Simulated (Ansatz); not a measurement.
# C3H6AlNO: the cost of one run

Method: RKS r2SCANh/STO-3G, in Ansatz 0.2.0.

### 1 Starting point

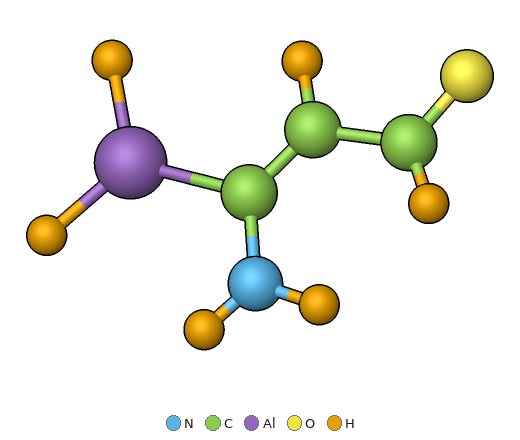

The starting structure, seen from a chosen angle (nitrogen blue, carbon green, aluminium purple, oxygen yellow, hydrogen amber).

Coordinates:

```xyz
12

N     0.7623   -0.3076   -1.3465
C     0.2091   -0.2833   -0.0159
Al    0.8344   -1.7018    1.1876
C    -0.5982    0.6247    0.4525
C    -1.2443    1.7154   -0.3420
O    -2.0699    2.5177    0.2210
H     0.4555    0.4467   -2.0636
H     1.4399   -0.9691   -1.6717
H     0.3450   -1.7516    2.7498
H     1.9216   -2.7802    0.6957
H    -1.0100    0.5289    1.5071
H    -0.9685    1.9050   -1.3400
```

### 2 Preparing the start

Contents of input.yaml:

```yaml
crystal:
  periodic: [false, false, false]
  atoms:
    - { symbol: "N", position_ang: [0.7623, -0.3076, -1.3465] }
    - { symbol: C, position_ang: [0.2091, -0.2833, -0.0159] }
    - { symbol: Al, position_ang: [0.8344, -1.7018, 1.1876] }
    - { symbol: C, position_ang: [-0.5982, 0.6247, 0.4525] }
    - { symbol: C, position_ang: [-1.2443, 1.7154, -0.342] }
    - { symbol: O, position_ang: [-2.0699, 2.5177, 0.221] }
    - { symbol: H, position_ang: [0.4555, 0.4467, -2.0636] }
    - { symbol: H, position_ang: [1.4399, -0.9691, -1.6717] }
    - { symbol: H, position_ang: [0.345, -1.7516, 2.7498] }
    - { symbol: H, position_ang: [1.9216, -2.7802, 0.6957] }
    - { symbol: H, position_ang: [-1.01, 0.5289, 1.5071] }
    - { symbol: H, position_ang: [-0.9685, 1.905, -1.34] }
basis:
  gaussian: { orbitals: STO-3G }
hamiltonian:
  xc: r2scanh
relax:
  f_tol: 0.02
  max_steps: 40
scf:
  lower_state_search: "off"
output:
  orbitals: {}
```

The run is started by

```console
ansatz run input.yaml --threads 1 --pin off --max-ram 2048MiB --backend cpu --events-out ev --progress --plain --runs-dir out
```

What time and memory should one allow on 1 thread of Intel Xeon 6975P-C (Granite Rapids), shared host?

About 19 s, with a peak of 0.16 GiB.
